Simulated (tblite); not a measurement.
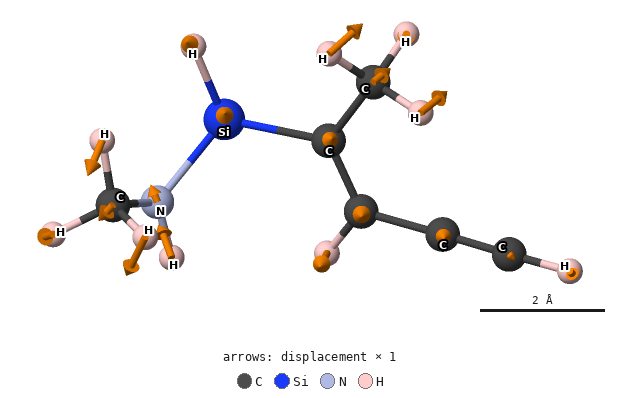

A relaxation of C6H10NSi (multiplicity 2). The starting structure is drawn; orange arrows show the displacements, at their true length. The two geometries are superimposed by the best rigid fit.

A ball-and-stick model, seen from a free direction.

The calculation used GFN2-xTB geometry optimisation, gas phase in tblite. 

Question: Atoms of which element are displaced furthest, and by how much?

Answer: Hydrogen: up to 1.04 Å, against 0.62 Å for silicon.

Question: Describe the change and its energy.

Answer: The atom that moves furthest after the best rigid fit is an H atom (1.04 Å). By element the largest moves are H 1.04 Å, Si 0.62 Å, C 0.56 Å, N 0.31 Å. Some distances before and after: C–C 1.311 → 1.369 Å, C–C 1.444 → 1.395 Å, C–H 1.124 → 1.090 Å, C–H 1.083 → 1.049 Å. Bond angles that change, for instance: C–Si–H 106.7° → 119.9°, C–Si–N 112.0° → 124.2°, C–N–H 117.2° → 111.5°. After 103 geometry steps the energy has fallen by 0.485 eV.
